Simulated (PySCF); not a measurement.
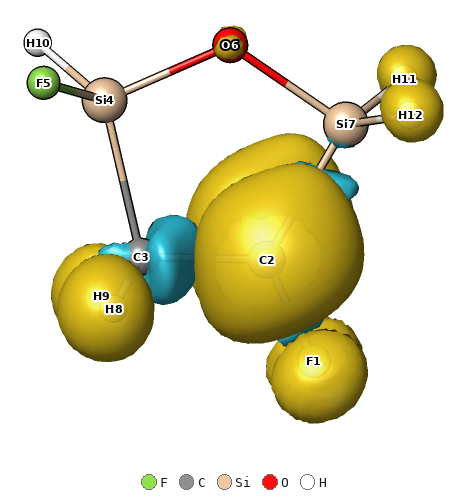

*C2H5F2OSi2 (doublet). Isosurfaces of the spin density (α minus β) at +0.015 (yellow) and −0.015 e/Å³ (cyan), seen at a tilt.*

Geometry: GFN2-xTB.

Theory: UKS B3LYP, pcH-1 on C F H O Si, non-relativistic, mean-field spin-orbit, GIAO (PySCF).

```yaml
atoms:
  - { symbol: F, position_ang: [1.0132, -1.5164, -1.8446] }
  - { symbol: C, position_ang: [0.5637, -0.7435, -0.8296] }
  - { symbol: C, position_ang: [-0.8518, -0.3073, -0.9056] }
  - { symbol: Si, position_ang: [-1.0695, 0.8920, 0.5576] }
  - { symbol: F, position_ang: [-2.1785, 0.3216, 1.5689] }
  - { symbol: O, position_ang: [0.3702, 0.7641, 1.2737] }
  - { symbol: Si, position_ang: [1.5698, -0.1799, 0.6266] }
  - { symbol: H, position_ang: [-1.5223, -1.1708, -0.8212] }
  - { symbol: H, position_ang: [-1.0629, 0.1247, -1.8881] }
  - { symbol: H, position_ang: [-1.3743, 2.2758, 0.2838] }
  - { symbol: H, position_ang: [2.6685, 0.7305, 0.3191] }
  - { symbol: H, position_ang: [1.8752, -1.1914, 1.6333] }
```

Where is the unpaired spin?

Answer. The unpaired spin (1 electron) lies mostly on C2 (about 0.6) and F1 (about 0.1), in electrons by Hirshfeld's partition.
